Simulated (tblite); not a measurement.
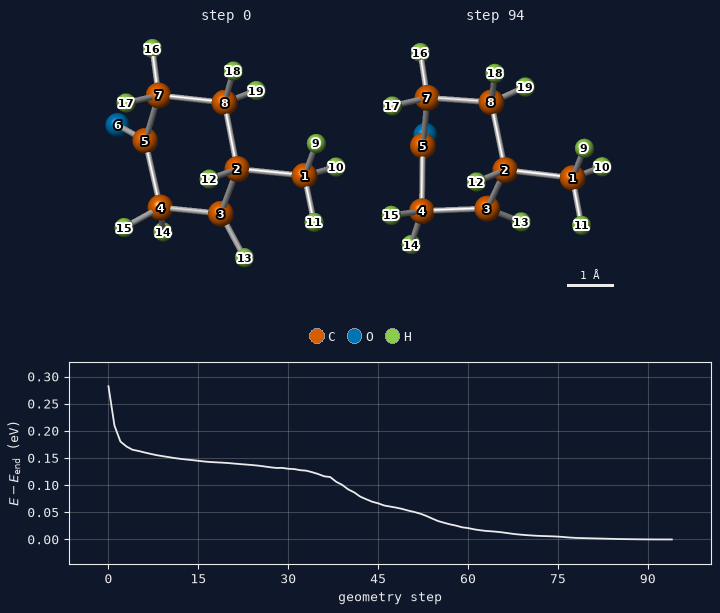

First and last geometry of a relaxation of C7H11O (multiplicity 2), with the history of the run. A ball-and-stick model, seen at a tilt.

Method: tblite 0.8.0, GFN2-xTB geometry optimisation, gas phase. 

### What do the curves and the structures tell?

It converged. H13 moves most after the best rigid fit: 1.11 Å. By element the largest moves are H 1.11 Å, O 0.90 Å, C 0.31 Å. Among the contacts that change: C2–C3 1.515 → 1.484 Å, C3–C4 1.490 → 1.468 Å, C4–H14 1.106 → 1.087 Å, C2–H12 1.084 → 1.099 Å. Among the angles between lasting bonds that change: C3–C4–C5 111.4° → 92.4°, C3–C4–H14 108.6° → 114.0°, C4–C5–C7 116.5° → 112.2°. Groups turn about C4–C5 by about 40°, C5–C7 by about 25°. The energy falls by 0.282 eV in 94 geometry steps.
